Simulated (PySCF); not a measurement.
**C8H8 (SMILES C#CC=C=C=CCC): density, localisation and related maps**

The calculation's input:

```
{"job": {"kind": "uv", "xc": "CAM-B3LYP", "basis": "def2-SVPD", "nstates": 8, "ntriplets": 3}, "charge": 0, "multiplicity": 1}
C      4.246689     1.412560     0.378769
C      3.576120     0.510285    -0.048324
C      2.808418    -0.550782    -0.554677
C      1.499575    -0.629340    -0.385587
C      0.257463    -0.714616    -0.237255
C     -1.042801    -0.785694    -0.063024
C     -1.842603     0.242733     0.673375
C     -2.944272     0.821256    -0.214895
H      4.830374     2.199387     0.753275
H      3.340701    -1.320969    -1.101507
H     -1.597004    -1.620160    -0.475437
H     -1.185438     1.041792     1.021844
H     -2.302545    -0.228129     1.548817
H     -3.529156     1.553050     0.337525
H     -2.510353     1.310169    -1.084542
H     -3.612767     0.034887    -0.559767
```

Command:

```sh
OMP_NUM_THREADS=1 python probes_run.py task.json out
```

Geometry: GFN2-xTB.

Theory: CAM-B3LYP/def2-SVPD, SCF density, gas phase (PySCF).

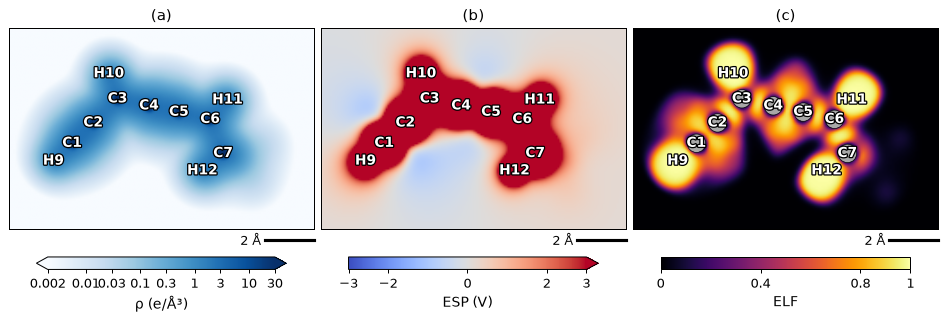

Figure 1. (a) electron density; (b) molecular electrostatic potential; (c) electron localisation function on the plane of atoms C5, C6 and C7. Grey discs cover the atomic cores in the ELF map.

Read the bonding off the picture.

The plane passes through C and H nuclei.
C–C (1.20 Å): ρ is about 2.7 e/Å³ halfway; the ELF peaks at about 0.80 between the atoms (a short, multiple covalent bond).
C–H (1.05 Å): ρ at the midpoint is about 2.1 e/Å³; the ELF climbs to about 1 towards the hydrogen, as it does in any bond to H: a covalent bond by its length.
C–C (1.25 Å): ρ at the midpoint is about 2.5 e/Å³; the ELF peaks at about 0.90 between the atoms (a multiple bond).
C–C (1.31 Å): the density is about 2.3 e/Å³ at the midpoint; the ELF peaks at about 0.95 between the atoms: a short, multiple covalent bond.
Outside the dense part of the molecule the potential is most negative (−0.9 V) near C1.

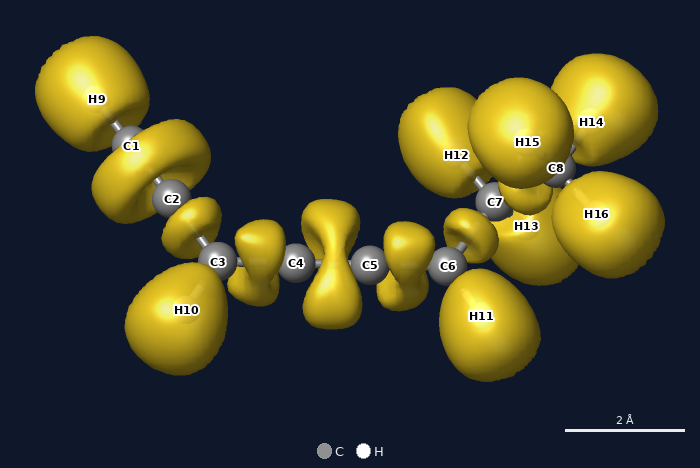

Figure 2. Isosurface of the ELF at 0.75 (yellow), seen at a tilt. Only the valence region is drawn (cores and ρ < 0.01 e/Å³ removed).

Where are the electrons localised?

At this value the surface marks out seven regions between bonded C–C atoms (shared pairs) and eight regions around hydrogen nuclei.

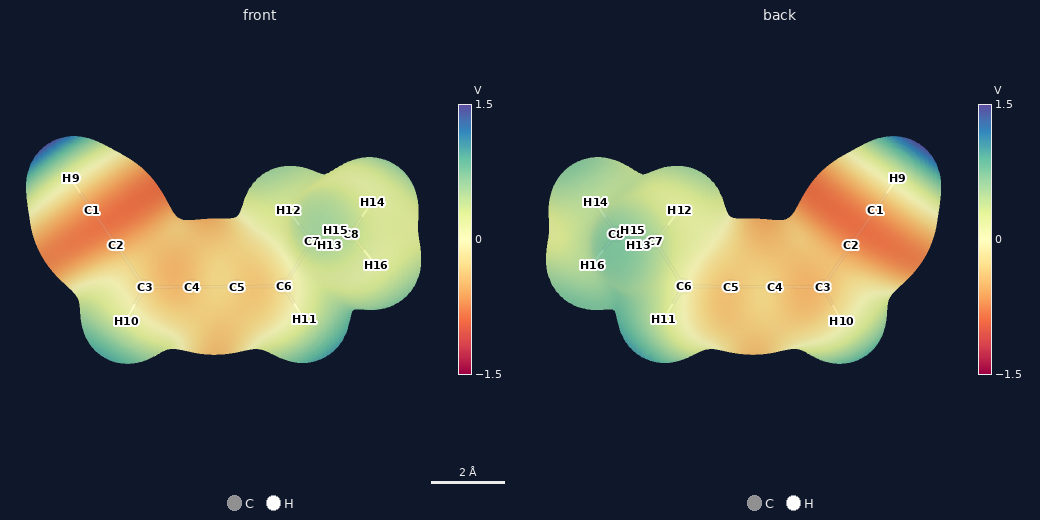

Figure 3. The electrostatic potential painted on the density surface at 0.002 e/bohr³, seen from the front and from behind; the colour scale runs from red (negative) to blue (positive).

Which sites attract a positive test charge, and which a negative one?

A positive charge is drawn to the negative regions and a negative charge to the positive ones. The most negative region (about −0.9 V) lies over C1 and C2, the most positive (about +1.4 V) over H9.
